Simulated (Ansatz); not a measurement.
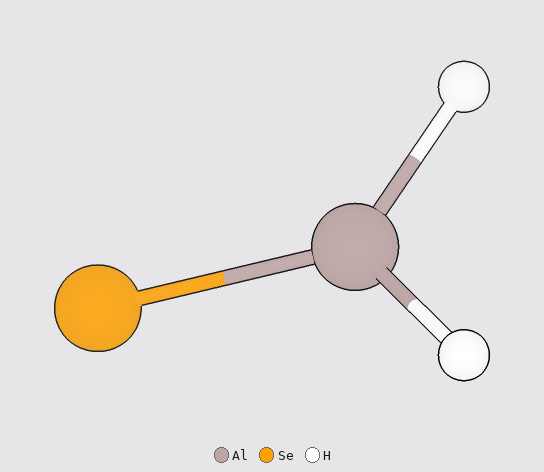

Charge −1, singlet. The geometry was computed by an optimisation with PBE0-D4/def2-TZVPD. No frequency run is at hand to confirm it as a minimum.

Draw it as a skeletal formula.

SMILES: [AlH2][Se-]

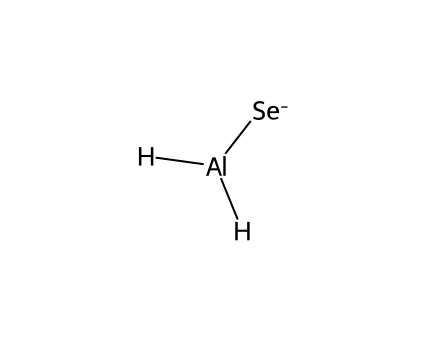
